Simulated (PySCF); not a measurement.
Input

```
{"job": {"kind": "nmr", "xc": "PBE0", "basis": "pcSseg-1"}, "charge": 0, "multiplicity": 1}
Si     1.254052     1.805029     1.399892
Cl     1.203953     1.979913     3.445272
Cl     3.216283     1.817261     0.791920
Cl     0.329780     3.448505     0.582771
C      0.410490     0.249742     0.851132
C      0.372898     0.071957    -0.666722
C     -0.288606    -1.224967    -1.125635
C     -1.757996    -1.348475    -0.753677
H      0.938055    -0.590582     1.336918
H     -0.604086     0.273967     1.284562
H     -0.152813     0.931445    -1.118467
H      1.403475     0.108424    -1.057574
H     -0.182983    -1.293998    -2.221306
H      0.274206    -2.082158    -0.715112
H     -2.195146    -2.272744    -1.160126
H     -1.908478    -1.372008     0.337017
H     -2.341645    -0.501893    -1.150596
```

Run with:

```sh
OMP_NUM_THREADS=1 python probes_run.py task.json out
```

Geometry: PBE0-D3(BJ)/def2-SVP.

Computed with PBE0/pcSseg-1, SCF density, gas phase, non-relativistic (PySCF).

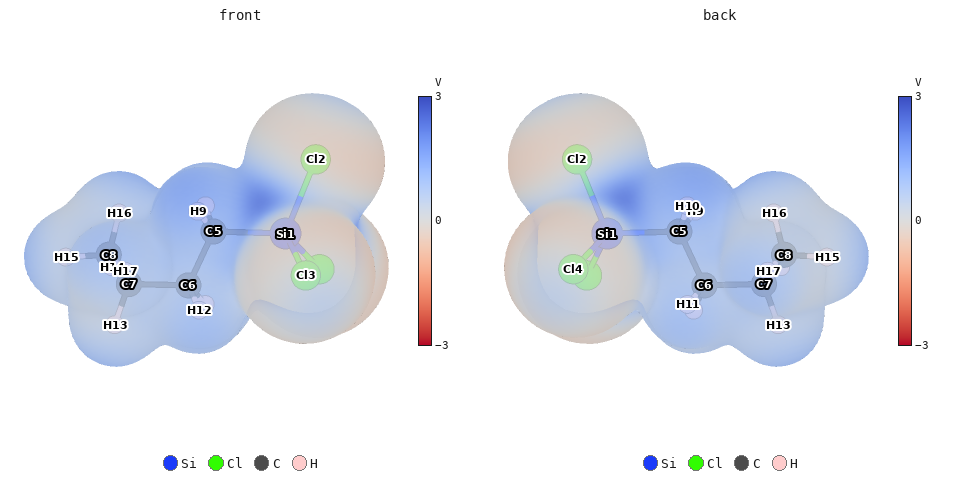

C₄H₉Cl₃Si (SiCl3(nBu)). The electrostatic potential painted on the density surface at 0.004 e/bohr³, seen from the front and from behind; red is negative and blue positive.

Describe the electrostatic potential map.

The most negative region (about −0.3 V) lies over Cl2, Cl3 and Cl4, the most positive (about +2.0 V) over Si1. Cl2 shows a σ-hole: about +0.5 V at the tip opposite its bond, against about −0.2 V on its flanks. Cl3 shows a σ-hole: about +0.5 V at the tip opposite its bond, against about −0.2 V on its flanks. Cl4 shows a σ-hole: about +0.5 V at the tip opposite its bond, against about −0.1 V on its flanks.
